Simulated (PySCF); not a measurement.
**NMR shielding calculation, with input and output: Si₃NH₇Cl₂O**

System: Si₃NH₇Cl₂O.
Method: GIAO PBE0/pcSseg-1 NMR shielding, non-relativistic, gas phase (PySCF 2.14.0).

The geometry comes from this level: PBE0-D3(BJ)/def2-SVP. Figures and captions count atoms from 1; the log counts them from 0 in places.

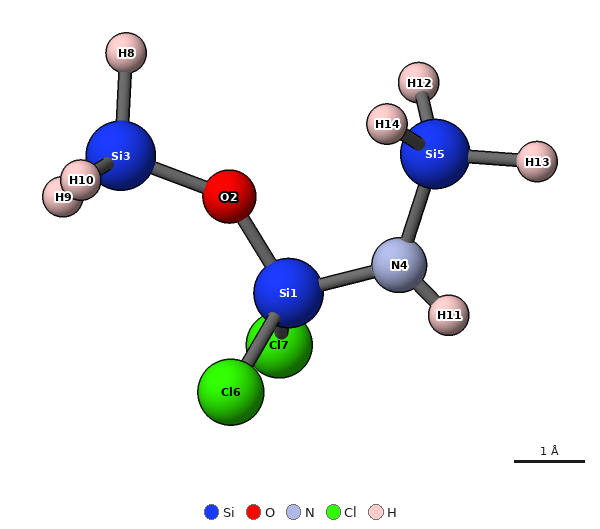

*The structure as given in the input (ball-and-stick view, seen at a tilt; atoms are numbered from 1 in the order of the input).*

Bond lengths as drawn: Cl–Si 2.05 to 2.06 Å, H–N 1.02 Å, H–Si 1.49 Å, N–Si 1.70 to 1.76 Å and O–Si 1.63 to 1.67 Å.

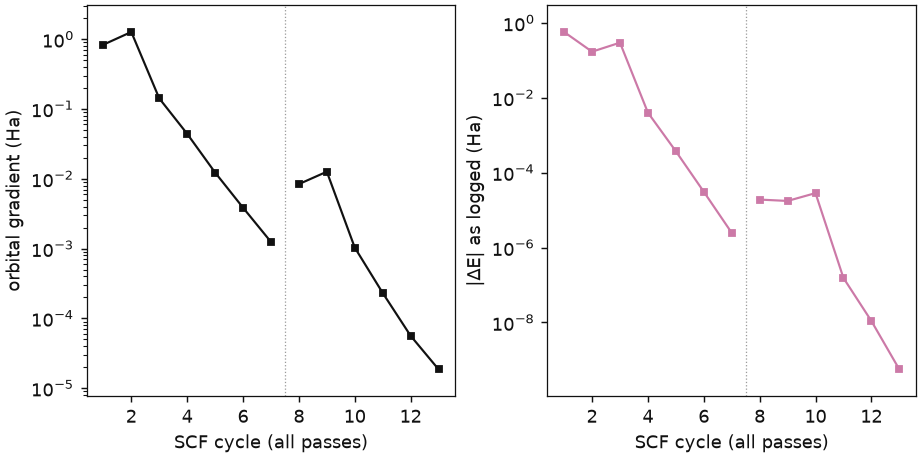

*Convergence of the self-consistent field: orbital gradient and size of the energy change against the SCF cycle. The dotted line marks the change from a coarse to the final integration grid.*

The first 7 cycles use a coarse grid, the final grid takes over at cycle 8, and the field converges after 13 cycles in all.

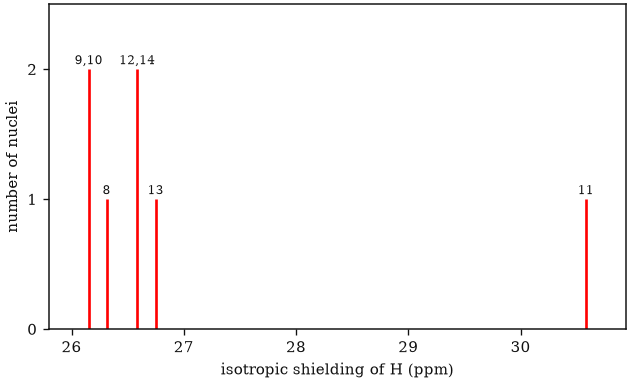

*Isotropic shieldings of the hydrogen nuclei in this fixed geometry, labelled by atom number; shielding grows to the right, so chemical shift grows to the left.*

The least shielded is H9 (26.2 ppm), the most shielded H11 (30.6 ppm).

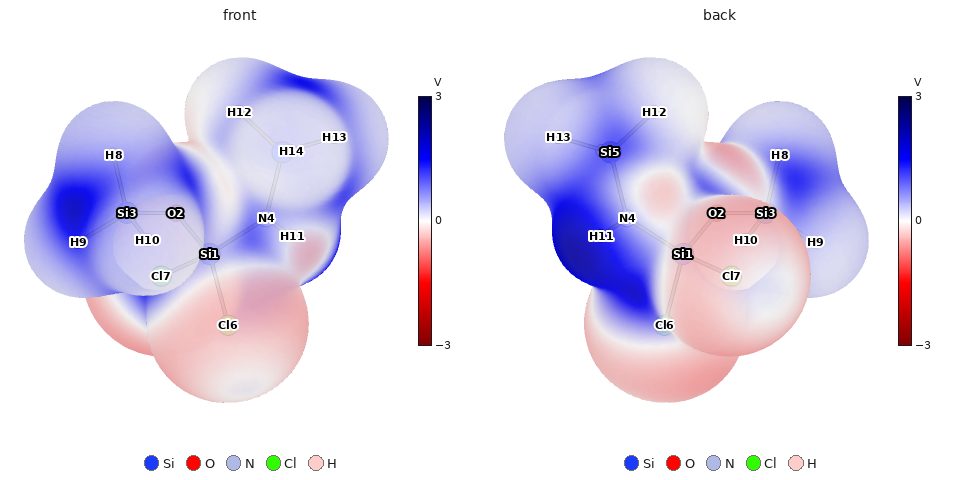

*The molecular electrostatic potential painted on the density surface at 0.002 e/bohr³, seen at a tilt and from behind; red is negative and blue positive.*

A positive charge is drawn to the negative regions and a negative charge to the positive ones.

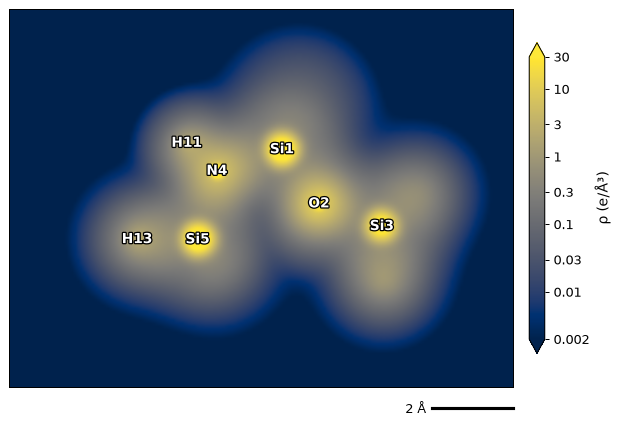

*Total electron density on the plane of atoms N4, Si5 and H13.*

Atoms in the plane: Si, O, N and H. Si–N (1.70 Å): ρ at the midpoint is about 1.2 e/Å³. N–H (1.02 Å): ρ is about 2.7 e/Å³ halfway, with its minimum of 2.2 e/Å³ about 0.8 Å from N.

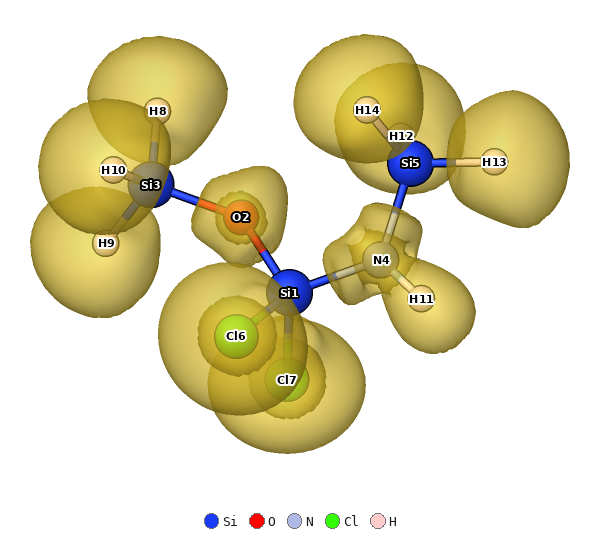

*Isosurface of the electron localisation function at 0.75 (yellow), seen at a tilt. Only the valence region is drawn (cores and ρ < 0.01 e/Å³ removed).*

These pictures come from the run below.

Input
```
{"job": {"kind": "nmr", "xc": "PBE0", "basis": "pcSseg-1"}, "charge": 0, "multiplicity": 1}
Si    -0.068653     1.554179     0.665579
O     -0.664325     0.633365    -0.545233
Si    -1.306738     0.729634    -2.086902
N      0.784690     0.485575     1.672807
Si     0.974976    -1.233370     1.365151
Cl     1.120363     3.037684    -0.122535
Cl    -1.595993     2.511971     1.648136
H     -1.831698    -0.619600    -2.427796
H     -2.406890     1.735652    -2.106797
H     -0.241680     1.125344    -3.050892
H      1.201479     0.852232     2.522566
H     -0.338157    -1.938678     1.309453
H      1.776297    -1.767691     2.505298
H      1.703636    -1.487089     0.087729
```

The first line tells a small driver script what to run in PySCF; the rest is the geometry in Å.

Launched with:
```bash
OMP_NUM_THREADS=1 python <driver script> task.json out
```

The program's output
```
coarse grid: 14608 points
cycle   1  E = -1922.2294003260  dE =  5.704e-01  |g| = 8.335e-01  |ddm| = 3.540e+00
cycle   2  E = -1922.0597594584  dE =  1.696e-01  |g| = 1.267e+00  |ddm| = 1.452e+00
cycle   3  E = -1922.3551612520  dE = -2.954e-01  |g| = 1.418e-01  |ddm| = 9.553e-01
cycle   4  E = -1922.3591618030  dE = -4.001e-03  |g| = 4.405e-02  |ddm| = 1.663e-01
cycle   5  E = -1922.3595343269  dE = -3.725e-04  |g| = 1.228e-02  |ddm| = 4.300e-02
cycle   6  E = -1922.3595652127  dE = -3.089e-05  |g| = 3.852e-03  |ddm| = 1.310e-02
cycle   7  E = -1922.3595676818  dE = -2.469e-06  |g| = 1.245e-03  |ddm| = 3.744e-03
final grid: 119080 points
cycle   8  E = -1922.4038969744  dE = -1.906e-05  |g| = 8.387e-03  |ddm| = 1.466e-02
cycle   9  E = -1922.4038794546  dE =  1.752e-05  |g| = 1.262e-02  |ddm| = 1.299e-02
cycle  10  E = -1922.4039078283  dE = -2.837e-05  |g| = 1.033e-03  |ddm| = 8.517e-03
cycle  11  E = -1922.4039079823  dE = -1.540e-07  |g| = 2.314e-04  |ddm| = 8.302e-04
cycle  12  E = -1922.4039079932  dE = -1.093e-08  |g| = 5.627e-05  |ddm| = 2.244e-04
cycle  13  E = -1922.4039079938  dE = -5.580e-10  |g| = 1.861e-05  |ddm| = 5.258e-05
converged SCF energy = -1922.4039079938

GIAO shielding tensors (ppm)
atom      isotropic    diamagn.    paramagn.     s11        s22        s33       span
  0 Si     379.712     877.692    -497.980    362.790    368.464    407.883     45.092
  1 O      266.432     401.096    -134.664    217.135    279.221    302.939     85.804
  2 Si     385.998     878.301    -492.303    345.331    354.948    457.715    112.384
  3 N      229.316     325.154     -95.838    199.840    211.489    276.618     76.777
  4 Si     404.967     879.273    -474.306    362.034    391.757    461.111     99.077
  5 Cl     819.684    1147.997    -328.314    706.029    747.315   1005.707    299.678
  6 Cl     822.770    1147.467    -324.697    703.406    750.657   1014.247    310.841
  7 H       26.312      28.820      -2.507     22.676     24.526     31.735      9.058
  8 H       26.150      27.467      -1.316     22.308     24.937     31.205      8.897
  9 H       26.156      28.411      -2.256     22.398     24.855     31.214      8.816
 10 H       30.582      29.296       1.286     22.215     28.031     41.499     19.284
 11 H       26.568      29.786      -3.218     22.936     25.068     31.701      8.765
 12 H       26.749      28.186      -1.437     23.194     24.712     32.343      9.148
 13 H       26.602      30.054      -3.452     22.928     25.190     31.689      8.761
```

Key numbers

| quantity | value |
| --- | --- |
| outcome | converged |
| total energy | −1922.403908 hartree |
| HOMO | −8.11 eV |
| LUMO | −0.20 eV |
| dipole moment | 1.37 D |
| isotropic shielding, Si | 379.7 to 405.0 ppm |
| isotropic shielding, O | 266.4 ppm |
| isotropic shielding, N | 229.3 ppm |
| isotropic shielding, Cl | 819.7 to 822.8 ppm |
| isotropic shielding, H | 26.2 to 30.6 ppm |
| hardware | 1 CPU thread, shared host |
| wall time | 57 s |
| peak memory | 0.98 GiB |
